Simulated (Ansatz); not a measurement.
System: C₂H₃BF₂.

The calculation's input:

```
crystal:
  periodic: [false, false, false]
  atoms:
    - { symbol: C, position_ang: [-1.13342, 0.02162, 0.63435] }
    - { symbol: C, position_ang: [0.1516, 0.2426, 0.35759] }
    - { symbol: F, position_ang: [0.86201, 0.9542, 1.2735] }
    - { symbol: B, position_ang: [0.90595, -0.244, -0.91879] }
    - { symbol: F, position_ang: [2.17744, 0.02896, -1.07286] }
    - { symbol: H, position_ang: [-1.74605, -0.53391, -0.04964] }
    - { symbol: H, position_ang: [-1.58998, 0.38731, 1.53918] }
    - { symbol: H, position_ang: [0.37246, -0.85679, -1.76332] }
basis:
  gaussian: { orbitals: def2-SVP }
hamiltonian:
  xc: pbe0
relax:
  f_tol: 0.015
  max_steps: 40
output:
  orbitals: {}
```

Command:

```sh
ansatz run input.yaml --threads 1 --pin off --max-ram 2048MiB --backend cpu --events-out ev --progress --plain --runs-dir out
```

The fields are those of the relaxed geometry.

Method: RKS PBE0/def2-SVP (Ansatz 0.2.0).

> What can the converged electron density and electron localisation function tell about the bonding?

B–F (1.32 Å): ρ is about 2.2 e/Å³ halfway; the ELF peaks at about 0.90 between the atoms; a polar covalent bond.
C–C (1.34 Å): ρ is about 2.3 e/Å³ halfway; the ELF peaks at about 0.95 between the atoms; a multiple bond.
C–F (1.34 Å): ρ is about 2.3 e/Å³ halfway; the ELF peaks at about 0.85 between the atoms; a shared but strongly polarised pair.
C–B (1.56 Å): the density is about 1.5 e/Å³ at the midpoint; the ELF peaks at about 1 between the atoms: a covalent bond.

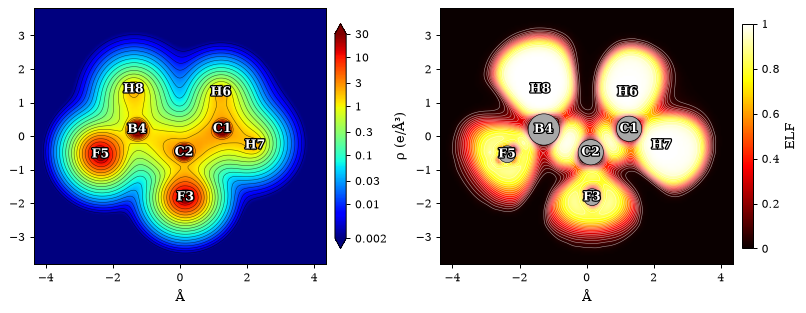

Computed electron density and electron localisation function on the molecular plane, in this order. Grey discs cover the atomic cores in the ELF map. 
